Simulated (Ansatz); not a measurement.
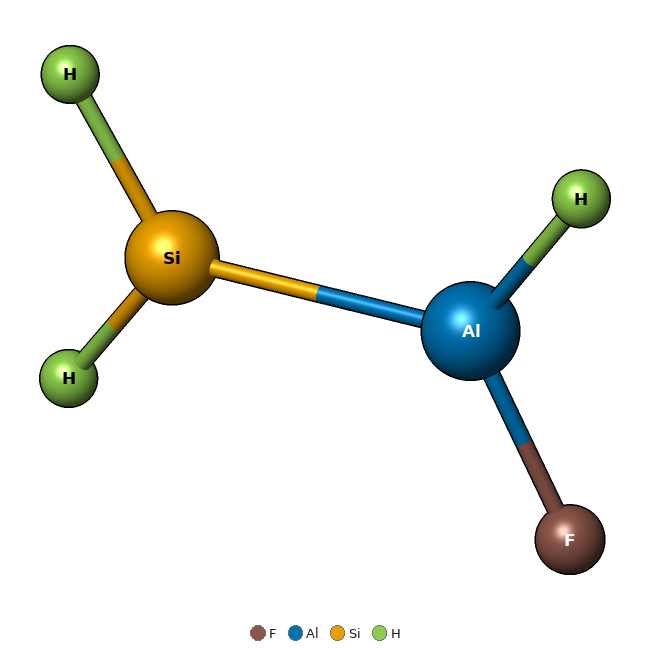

Charge 0, doublet. Computed geometry: PBE-D4/def2-SVP optimisation. No frequency run is at hand to confirm it as a minimum. Level of theory: UKS PBE-D4/def2-SVP (Ansatz 0.2.0).

Computed properties:

The species is AlFH3Si.
- dipole moment: 1.39 D
- ⟨S²⟩ of the determinant: 0.754
